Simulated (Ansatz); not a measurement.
**FH$_{5}$HfN$_{2}$O (SMILES [NH2][Hf]([NH2])([OH])[F]): density, localisation and related maps**

The calculation's input:

```
crystal:
  periodic: [false, false, false]
  atoms:
    - {symbol: N, position_ang: [-1.352325, 0.665996, 1.006236]}
    - {symbol: Hf, position_ang: [0.260096, 0.446111, -0.214310]}
    - {symbol: N, position_ang: [1.181600, -1.278716, 0.358525]}
    - {symbol: O, position_ang: [-0.419823, 0.368299, -2.022672]}
    - {symbol: F, position_ang: [1.559084, 1.857195, -0.020304]}
    - {symbol: H, position_ang: [-2.316986, 0.648003, 0.707329]}
    - {symbol: H, position_ang: [-1.321296, 0.918908, 1.984063]}
    - {symbol: H, position_ang: [0.759958, -2.009958, 0.912456]}
    - {symbol: H, position_ang: [2.135688, -1.538557, 0.150619]}
    - {symbol: H, position_ang: [-0.485995, -0.077291, -2.861932]}
basis:
  gaussian: {orbitals: def2-TZVPP}
hamiltonian: {xc: pbe0, dispersion: d4}
output: {orbitals: {seedname: orbitals}}
```

Command:

```sh
ansatz run in.yaml --threads 4 --pin off --events-out ev --progress --plain --max-ram 10444MiB
```

Geometry: PBE0-D4/def2-TZVP; core potentials replace the inner electrons of Hf.

Theory: RKS PBE0-D4/def2-TZVPP (Ansatz 0.2.0).

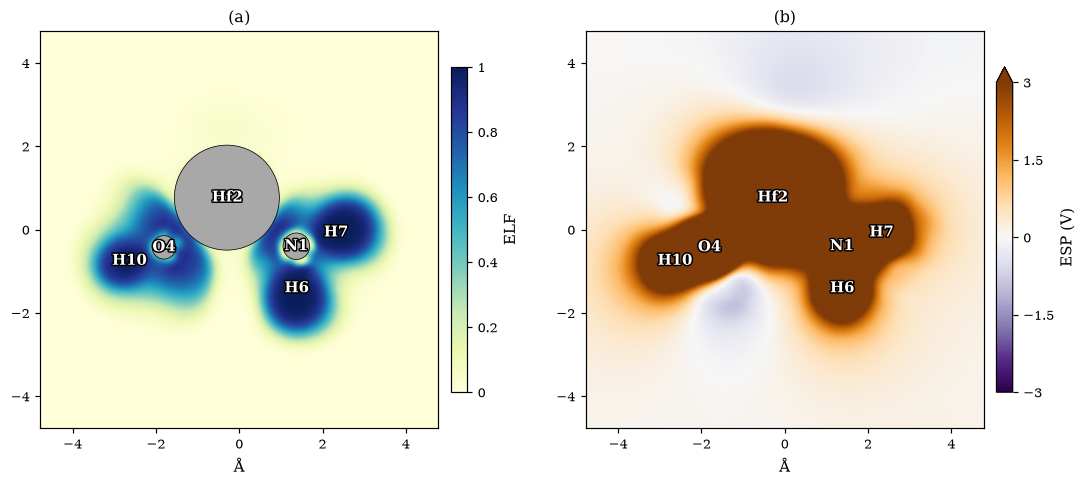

Figure 1. (a) ELF; (b) molecular electrostatic potential on the plane of atoms Hf2, N1 and H6. Grey discs cover the atomic cores in the ELF map.

Q: Describe what can be read from this map.

A: The section cuts through N, Hf, O and H sites. Hf–O (1.93 Å): the ELF peaks at about 0.80 in the valence shell of O, 0.6 Å from its nucleus, and drops to about 0.20 between the two atoms. Hf–N (2.03 Å): the ELF peaks at about 0.90 in the valence shell of N, 0.6 Å from its nucleus, and is about 0.30 at the midpoint. O–H (0.95 Å): the ELF climbs to about 1 towards the hydrogen, as it does in any bond to H; a covalent bond by its length. N–H (1.01 Å): the ELF climbs to about 1 towards the hydrogen; a covalent bond by its length. Outside the dense part of the molecule the potential is most negative (−0.9 V) near O4.

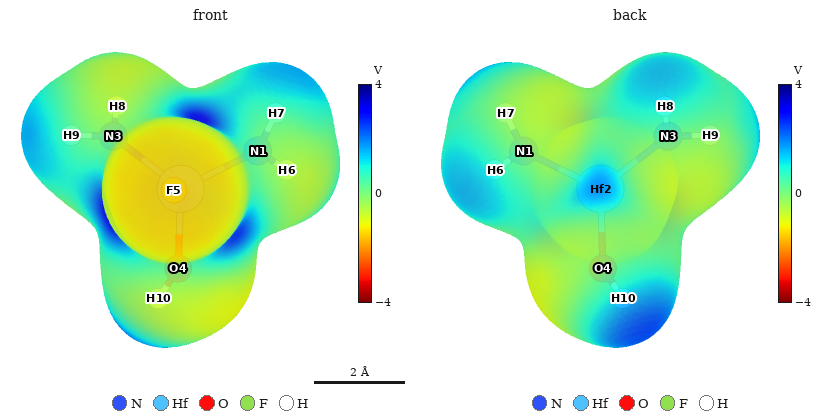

Figure 2. The molecular electrostatic potential painted on the density surface at 0.002 e/bohr³, seen from the front and from behind; the colour scale runs from red (negative) to blue (positive).

Q: Describe the electrostatic potential map.

A: The most negative region (about −1.6 V) lies over F5, the most positive (about +3.0 V) over Hf2.

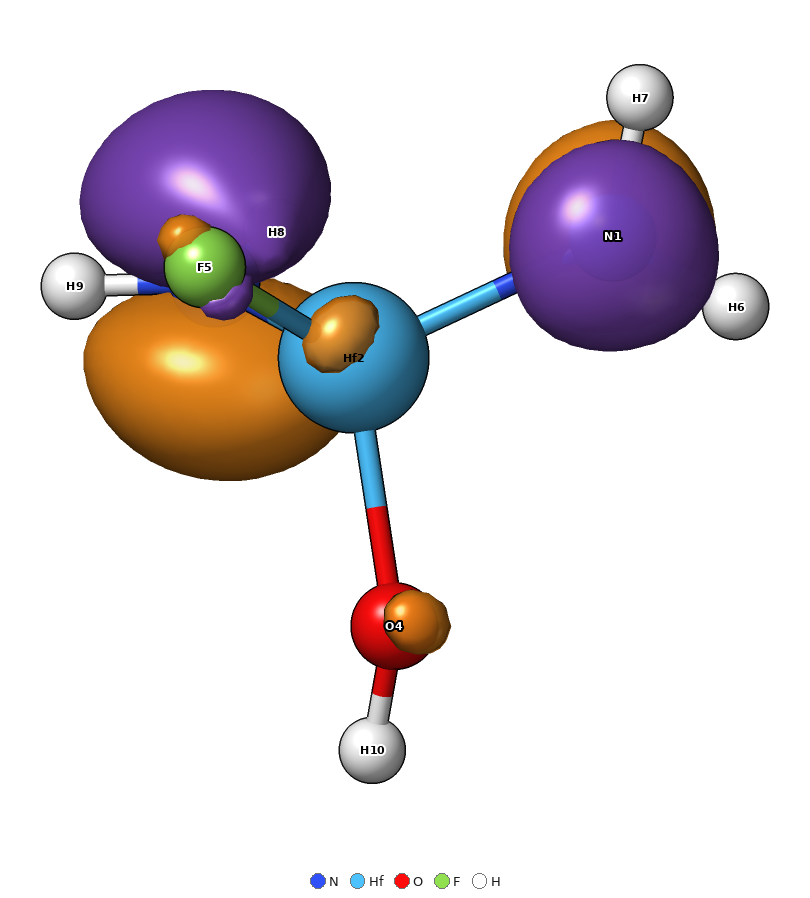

Figure 3. The HOMO at ±0.15 Å⁻³ᐟ² (orange and purple are the two phases), seen at a tilt.

Q: Describe this orbital and give its energy.

A: By Hirshfeld shares it lies mainly on N3 (about 50 %), N1 (about 25 %) and Hf2 (about 15 %); largely a combination of lone pairs on N3 and N1. Its energy is −7.18 eV.
